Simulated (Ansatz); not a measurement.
# GaF (SMILES [F][Ga]): methods side by side

GaF has 2 atoms, charge 0, and is taken as a singlet. As SMILES, `[F][Ga]`. Geometry: relaxed at PBE0-D4/def2-TZVP.

```
atom   x (Å)   y (Å)   z (Å)
   F  0.0000  0.0000  0.0063
  Ga  0.0000  0.0000  1.7929
```

Each level gives the energy change with the F1–Ga2 bond stretched from 1.787 to 2.249 Å (eV). The values are calculated.

```csv
level,kind,program,value (eV)
HF/STO-3G (restricted),Hartree–Fock,Ansatz,2.65
SVWN5/STO-3G (restricted),LDA,Ansatz,2.28
BLYP/STO-3G (restricted),GGA,Ansatz,2.08
r2SCAN/STO-3G (restricted),meta-GGA,Ansatz,2.27
BHLYP/STO-3G (restricted),global hybrid,Ansatz,2.55
CAM-B3LYP/STO-3G (restricted),range-separated hybrid,Ansatz,2.52
wB97X/STO-3G (restricted),range-separated hybrid,Ansatz,2.53
B2PLYP/STO-3G (restricted),double hybrid,Ansatz,2.35
MP2/STO-3G (restricted),perturbation theory,Ansatz,2.46
```

All-electron rows without a relativistic Hamiltonian named are non-relativistic. The first shape isn't each level's own minimum. The values span 2.08 to 2.65 eV. All rows use very small basis sets, so none should be taken for the real molecule's value. In the correlated wave-function rows the outer d shell of Ga is correlated, in sets not made for it.

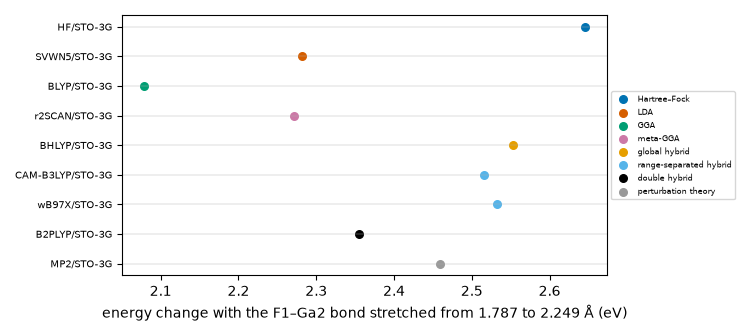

The values of the table, level by level.
